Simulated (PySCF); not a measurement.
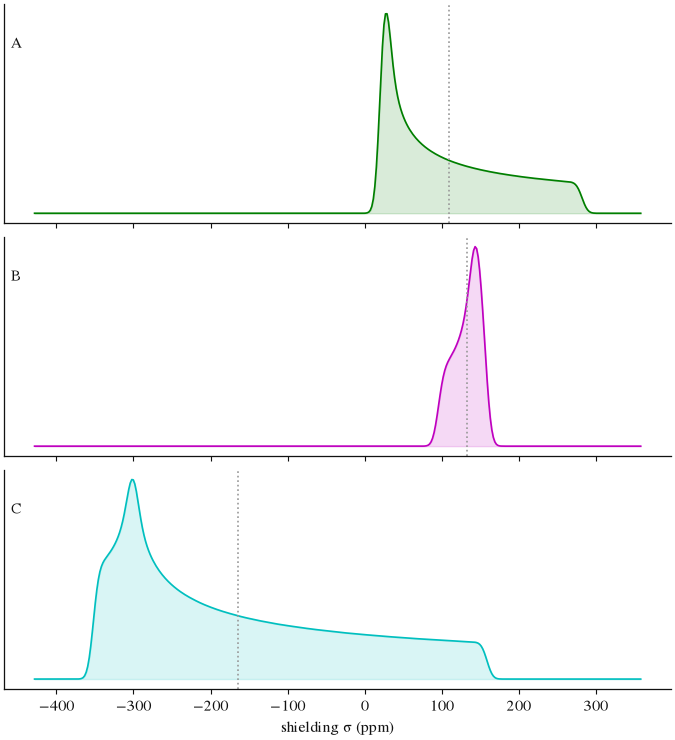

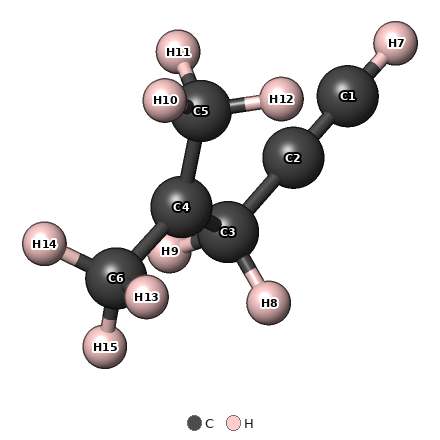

Static powder patterns (¹³C) from GIAO shielding tensors of C₆H₉⁺, SMILES C#CC[C+](C)C, PBE0/pcSseg-1 in PySCF, at a GFN2-xTB geometry (no frequency check); absolute shielding, one fixed geometry of the isolated molecule without any motion, no dipolar terms. The dotted line is the isotropic value; skew is 3(σiso − σ22)/span.

The panels belong to C2, C3 and C4. Which is which?

panel A: C2, σ11, σ22, σ33 = 21, 26, 282 ppm, isotropic 110, span 261 ppm, skew 0.96; panel B: C3, σ11, σ22, σ33 = 96, 144, 158 ppm, isotropic 132, span 62 ppm, skew −0.54; panel C: C4, σ11, σ22, σ33 = −352, −301, 159 ppm, isotropic −165, span 511 ppm, skew 0.80.

Caveats: the tight-binding geometry is rougher than a DFT one and adds to the error; one conformer of a flexible molecule.
